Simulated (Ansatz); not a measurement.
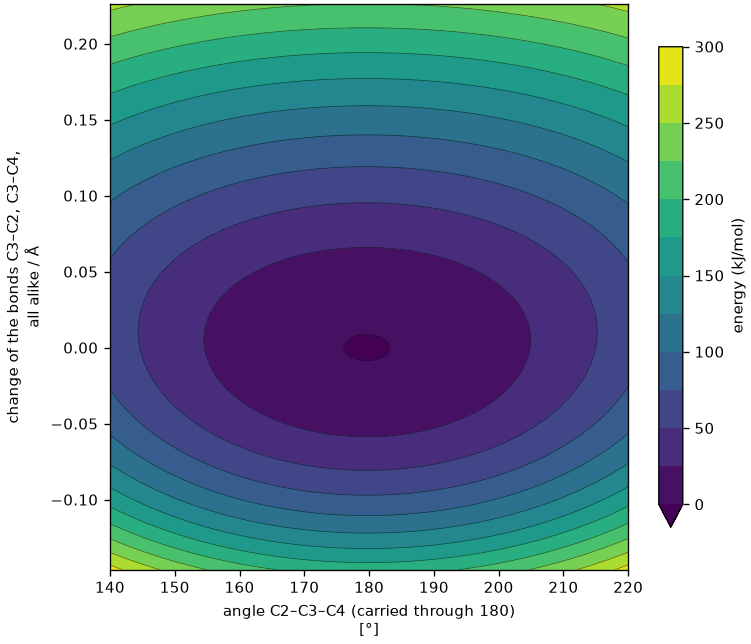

Energy landscape of C₃H₅B, SMILES BC#CC. 
- First axis: angle C2–C3–C4 (carried through 180). Second axis: change of the bonds C3–C2, C3–C4, all alike.
- Nothing is relaxed (all other coordinates rigid).
- The grid has 13 × 13 points.
- Points are written as (first, second).
- Energies are in kJ/mol, from the lowest grid point.
- Computed with RKS PBE0-D4/def2-TZVP (Ansatz 0.2.0).

Drawn: filled contours. Between grid points the surface is interpolated. 

Where are the wells?

Answer. The lowest grid point is at (180.0°, 0.009 Å). No other kind of well shows on this grid. The highest grid point, (220.0°, −0.146 Å), lies 285 kJ/mol above the lowest. Round the minimum the two coordinates are nearly uncoupled.

Each point was launched as `ansatz run input.yaml --threads 1 --pin off --max-ram 2560MiB --backend cpu --events-out ev --progress --plain --runs-dir out`. Time for the 169 points that were run: 9.2 min on 1 thread of Intel(R) Xeon(R) Platinum 8488C (Sapphire Rapids), on a shared host.
